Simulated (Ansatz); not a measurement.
**singlet BPH4 at 6 levels**

We compute a comparison of 6 runs (HF/STO-3G, B2PLYP/STO-3G, wB97M-V/STO-3G, RPA@PBE/STO-3G, BCCD(T)/STO-3G, FCI/STO-3G) of singlet BPH4. 

The results are computed with Ansatz 0.2.0.

## (1) The system as given

The species is BPH4 (6 atoms), meant as a singlet with charge 0. As SMILES of the parent species, `[BH2-]P`. The coordinates come from a GFN2-xTB relaxation. That shape belongs to the parent species and isn't relaxed for this state.

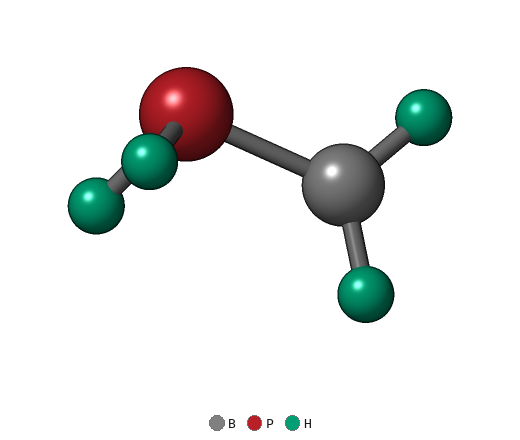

The structure, seen from a chosen angle (boron grey, phosphorus red, hydrogen teal).

## (2) The energy at HF/STO-3G (run 1)

job.yaml reads:

```yaml
basis:
  gaussian: {orbitals: STO-3G}
crystal:
  periodic: [false, false, false]
  atoms:
    - symbol: B
      position_ang: [0.058330, -0.904490, -0.063420]
    - symbol: P
      position_ang: [0.594500, 0.859390, -0.069700]
    - symbol: H
      position_ang: [-1.074820, -1.226640, 0.137320]
    - symbol: H
      position_ang: [0.887520, -1.733390, -0.266300]
    - symbol: H
      position_ang: [-0.421990, 1.553630, -0.816460]
    - symbol: H
      position_ang: [-0.043540, 1.451500, 1.078550]
hamiltonian: {xc: hf}
accuracy: high
```

Launch:

```sh
$ ansatz run job.yaml --threads 1 --pin off --max-ram 2610MiB --events-out events.jsonl --progress --plain --runs-dir runs
```

What it wrote:

```text
Warning: RAYON_NUM_THREADS=1 ignored (pool sized by the plan → 1); use --threads N
Functional definition: HF
  name "HF"
  exchange = exact_x
  correlation = 0
313 factors; integrals over basis functions are off by at most 1.3e-8 eV
mean field evaluation 1: about -9892.1264 eV, gradient 1.2e1 eV
mean field evaluation 2: about -9892.1508 eV, gradient 1.2e1 eV
mean field evaluation 4: about -9892.8538 eV, gradient 5.9e-1 eV
mean field evaluation 8: about -9892.8556 eV, gradient 5.0e-7 eV
mean field -9892.85560262 eV, -363.5557377779 hartree, gradient 3.9e-8 eV, S^2 0.000000; 0 other end points of the search recorded, 0 dependent functions left out
reference -9892.85560262 eV, -363.5557377779 hartree; 12, 12 occupied and 6, 6 virtual orbitals, 313 factors
Total energy: -9892.85560262 eV, -363.5557377779 hartree
```

It took 0.16 s on 1 thread of Intel Xeon Platinum 8259CL at 2.50GHz (Skylake/Cascade Lake), shared host.

## (3) The energy at B2PLYP/STO-3G (run 2)

input.yaml reads:

```yaml
crystal:
  periodic: [false, false, false]
  atoms:
    - {symbol: B, position_ang: [0.058330, -0.904490, -0.063420]}
    - {symbol: P, position_ang: [0.594500, 0.859390, -0.069700]}
    - {symbol: H, position_ang: [-1.074820, -1.226640, 0.137320]}
    - {symbol: H, position_ang: [0.887520, -1.733390, -0.266300]}
    - {symbol: H, position_ang: [-0.421990, 1.553630, -0.816460]}
    - {symbol: H, position_ang: [-0.043540, 1.451500, 1.078550]}
basis:
  gaussian:
    orbitals: STO-3G
correlation:
  frozen_orbitals: {B: 1, H: 0, P: 5}
accuracy: high
hamiltonian:
  xc: {name: B2PLYP}
```

Launch:

```sh
$ ansatz run input.yaml --threads 1 --pin off --max-ram 2610MiB --events-out events.jsonl --progress --plain --runs-dir runs
```

What it wrote (excerpt; [...] marks lines left out):

```text
Warning: RAYON_NUM_THREADS=1 ignored (pool sized by the plan → 1); use --threads N
Functional definition: B2PLYP
  name "B2PLYP"
[...]
313 factors; integrals over basis functions are off by at most 1.3e-8 eV
[...]
mean field -9908.37914363 eV, -364.1262173879 hartree, gradient 9.9e-8 eV, S^2 0.000000; 0 other end points of the search recorded, 0 dependent functions left out
6 core orbitals not correlated: weight in the atoms' cores, before any rotation towards them, 1.000 or more for the frozen orbitals, at most 0.000 for the correlated occupied ones
reference -9908.37916082 eV, -364.1262180197 hartree; 6, 6 occupied and 6, 6 virtual orbitals, 313 factors
second order -2.49473012 eV of doubles, -0.00000000 eV of singles
Total energy: -9909.05273796 eV, -364.1509715227 hartree
```

Run time: 1.6 s. Hardware: 1 thread of Intel Xeon Platinum 8259CL at 2.50GHz (Skylake/Cascade Lake), shared host; peak memory 0.11 GiB.

## (4) The energy at wB97M-V/STO-3G (run 3)

input.yaml: that of step 3 with these lines changed.

```diff
@@ -12,6 +12,4 @@
     orbitals: STO-3G
-correlation:
-  frozen_orbitals: {B: 1, H: 0, P: 5}
+hamiltonian:
+  xc: {name: wB97M-V}
 accuracy: high
-hamiltonian:
-  xc: {name: B2PLYP}
```

Launch:

```sh
$ ansatz run input.yaml --threads 1 --pin off --max-ram 2610MiB --events-out events.jsonl --progress --plain --runs-dir runs
```

What it wrote (excerpt; [...] marks lines left out):

```text
Warning: RAYON_NUM_THREADS=1 ignored (pool sized by the plan → 1); use --threads N
Functional definition: wB97M-V
  name "wB97M-V"
[...]
  gx(w, u) = 1 - cx + cx01*u + cx10*w
  gss(w, u) = css00 + css04*u^4 + css10*w + css20*w^2 + css43*w^4*u^3
  gos(w, u) = cos00 + cos10*w + (cos20 + cos21*u)*w^2 + (cos60 + cos61*u)*w^6
[...]
      + integral(e_c_pw_mod_opposite_spin*gos(b97_w_opposite, b97_u_opposite)) + vv10(b, c)
313 factors; integrals over basis functions are off by at most 1.3e-8 eV
143 factors; integrals over basis functions are off by at most 1.2e-9 eV
[...]
mean field -9915.15757282 eV, -364.3753200658 hartree, gradient 2.1e-8 eV, S^2 0.000000; 0 other end points of the search recorded, 0 dependent functions left out
reference -9915.15757537 eV, -364.3753201597 hartree; 12, 12 occupied and 6, 6 virtual orbitals, 313 factors
Total energy: -9915.15757537 eV, -364.3753201597 hartree
```

It took 14 s on 1 thread of Intel Xeon Platinum 8259CL at 2.50GHz (Skylake/Cascade Lake), shared host; peak memory 0.28 GiB.

Runs 4 to 5 aren't shown in full; the table further down has their settings and results.

## (5) The energy at FCI/STO-3G (run 6)

run.yaml reads:

```yaml
crystal:
  periodic: [false, false, false]
  atoms:
    - {symbol: B, position_ang: [0.058330, -0.904490, -0.063420]}
    - {symbol: P, position_ang: [0.594500, 0.859390, -0.069700]}
    - {symbol: H, position_ang: [-1.074820, -1.226640, 0.137320]}
    - {symbol: H, position_ang: [0.887520, -1.733390, -0.266300]}
    - {symbol: H, position_ang: [-0.421990, 1.553630, -0.816460]}
    - {symbol: H, position_ang: [-0.043540, 1.451500, 1.078550]}
basis:
  gaussian: {orbitals: STO-3G}
correlation: {method: fci, frozen_orbitals: {B: 1, H: 0, P: 5}}
accuracy: high
```

Launch:

```sh
$ ansatz run run.yaml --threads 1 --pin off --max-ram 2610MiB --events-out events.jsonl --progress --plain --runs-dir runs
```

What it wrote:

```text
Warning: RAYON_NUM_THREADS=1 ignored (pool sized by the plan → 1); use --threads N
[... 4 set-up lines as earlier in the session ...]
313 factors; integrals over basis functions are off by at most 1.3e-8 eV
mean field evaluation 1: about -9892.1264 eV, gradient 1.2e1 eV
mean field evaluation 2: about -9892.1508 eV, gradient 1.2e1 eV
mean field evaluation 4: about -9892.8538 eV, gradient 5.9e-1 eV
mean field evaluation 8: about -9892.8556 eV, gradient 5.0e-7 eV
mean field -9892.85560262 eV, -363.5557377779 hartree, gradient 3.9e-8 eV, S^2 0.000000; 0 other end points of the search recorded, 0 dependent functions left out
6 core orbitals not correlated: weight in the atoms' cores, before any rotation towards them, 1.000 or more for the frozen orbitals, at most 0.000 for the correlated occupied ones
reference -9892.85560262 eV, -363.5557377779 hartree; 6, 6 occupied and 6, 6 virtual orbitals, 313 factors
state -9895.66002117 eV, -363.6587982589 hartree
Total energy: -9895.66002117 eV, -363.6587982589 hartree
```

Run time: 4.2 s. Hardware: 1 thread of Intel Xeon Platinum 8259CL at 2.50GHz (Skylake/Cascade Lake), shared host; peak memory 0.15 GiB.

## (6) The series

```
run           level  frozen core orbitals  energy (Eh)  wall time
  1       HF/STO-3G                     –  -363.555738     0.16 s
  2   B2PLYP/STO-3G                     6  -364.150972      1.6 s
  3  wB97M-V/STO-3G                     –  -364.375320       14 s
  4  RPA@PBE/STO-3G                     6  -363.715304      1.6 s
  5  BCCD(T)/STO-3G                     6  -363.658461     0.24 s
  6      FCI/STO-3G                     6  -363.658798      4.2 s
```

## (7) What came out

```
                                          quantity          value
                               run 6: total energy  -363.65880 Eh
run 6: correlation energy (6 core orbitals frozen)     -103.1 mEh
```

**Reading.** Against full CI in this basis: HF +103.1 mEh; BCCD(T) +0.3 mEh. Totals of different functionals can't be ranked against each other. In runs 1, 2, 3, 4, 5, 6 the basis is minimal, so the values are rough. All runs together took 22 s, the longest 14 s.
